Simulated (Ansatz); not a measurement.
```
CELL_PARAMETERS angstrom
9.31609 0.00000 0.00000
-4.65804 8.06797 0.00000
0.00000 0.00000 12.26205
ATOMIC_POSITIONS crystal
Li 0.50000 0.00000 0.00000
Li 0.16667 0.33333 0.33333
Li 0.83333 0.66667 0.66667
Li 0.00000 0.50000 0.00000
Li 0.66667 0.83333 0.33333
Li 0.33333 0.16667 0.66667
Li 0.50000 0.50000 0.00000
Li 0.16667 0.83333 0.33333
Li 0.83333 0.16667 0.66667
Sb 0.66667 0.33333 0.03507
Sb 0.33333 0.66667 0.36840
Sb 0.00000 0.00000 0.70173
Sb 0.00000 0.00000 0.29827
Sb 0.66667 0.33333 0.63160
Sb 0.33333 0.66667 0.96493
Pt 0.33333 0.66667 0.16667
Pt 0.00000 0.00000 0.50000
Pt 0.66667 0.33333 0.83333
Pt 0.00000 0.00000 0.09868
Pt 0.66667 0.33333 0.43202
Pt 0.33333 0.66667 0.76535
Pt 0.66667 0.33333 0.23465
Pt 0.33333 0.66667 0.56798
Pt 0.00000 0.00000 0.90132
```

Space group R-3m; a structure generated by program, which may or may not match a known phase; computed without spin polarisation.

The calculation used DFT PBE, scalar-relativistic, plane waves, PAW (Ansatz 0.2.0).

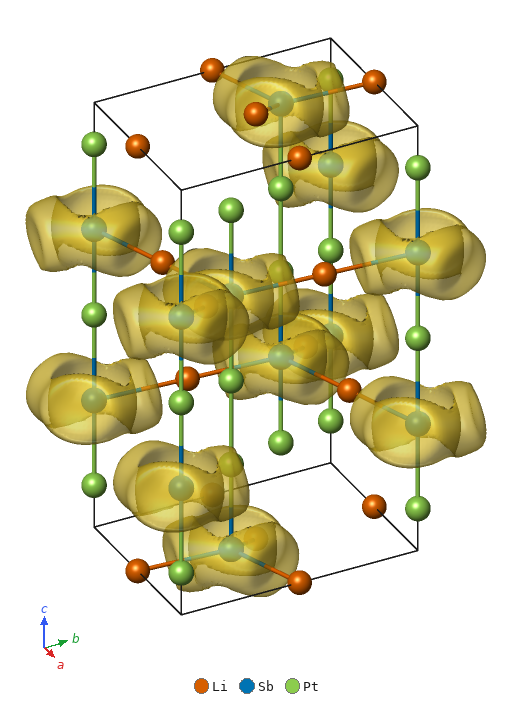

Li$_{3}$Sb$_{2}$Pt$_{3}$. Isosurface of the electron localisation function at 0.55 (yellow), seen slightly off an axis. Core shells and regions of very low density are left out. Sticks mark near contacts.

Core electrons are frozen (PAW), and the valence fields are smoothed inside the atomic spheres.

### What do the ELF domains correspond to?

The surface consists of six regions wrapped around Sb (the valence shell of each), counted in one cell of 24 atoms. Regions shared between cells count once.

Values along the shortest contacts:
Pt–Pt (2.42 Å): the ELF is about 0.30 at the midpoint; no localised pair shows between them. Sb–Pt (2.45 Å): the ELF is about 0.35 at the midpoint.
